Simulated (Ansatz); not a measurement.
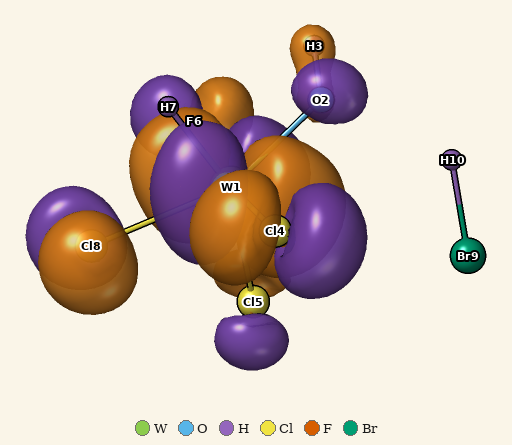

Figure 1: Cl3FH2OW···HBr. The LUMO at ±0.08 Å⁻³ᐟ² (orange and purple are the two phases), seen at an oblique angle.

Core potentials replace the inner electrons of W; not at a stationary point (largest force 1.4 eV/Å).

These are results of RKS PBE/def2-SVP in Ansatz 0.2.0, not measurements.

Input

```
crystal:
  periodic: [false, false, false]
  atoms:
    - { symbol: W, position_ang: [0.0, 0.0, 0.0] }
    - { symbol: O, position_ang: [0.0, 0.0, 2.29] }
    - { symbol: H, position_ang: [-0.9095, -0.2814, 2.6271] }
    - { symbol: Cl, position_ang: [2.39, 0.0, 0.0] }
    - { symbol: Cl, position_ang: [0.0, 2.39, 0.0] }
    - { symbol: F, position_ang: [-1.85, 0.0, 0.0] }
    - { symbol: H, position_ang: [0.0, -1.72, 0.0] }
    - { symbol: Cl, position_ang: [0.0, 0.0, -2.39] }
    - { symbol: Br, position_ang: [1.8861, 1.9648, 0.905] }
    - { symbol: H, position_ang: [0.9076, 0.9455, 2.1267] }
basis:
  gaussian: { orbitals: def2-SVP }
hamiltonian:
  xc: pbe
relax:
  f_tol: 0.15
  max_steps: 25
  restrain:
    - { distance: [0, 8], at: 3.77, k: 30.0 }
    - { distance: [9, 1], at: 2.21, k: 30.0 }
    - { distance: [0, 1], at: 1.94, k: 30.0 }
    - { distance: [9, 8], at: 1.55, k: 30.0 }
output:
  orbitals: {}
```

Command:

```sh
ansatz run input.yaml --threads 4 --pin off --max-ram 5120MiB --backend cpu --events-out ev --progress --plain --runs-dir out
```

The fields are those of the run's last geometry, not of the input's.

Describe this orbital and give its energy.

Answer. It lies mainly on W1 (about 60 %), Cl4 (about 15 %), Cl8 (about 10 %) and F6 (about 10 %). Its energy is −5.12 eV.
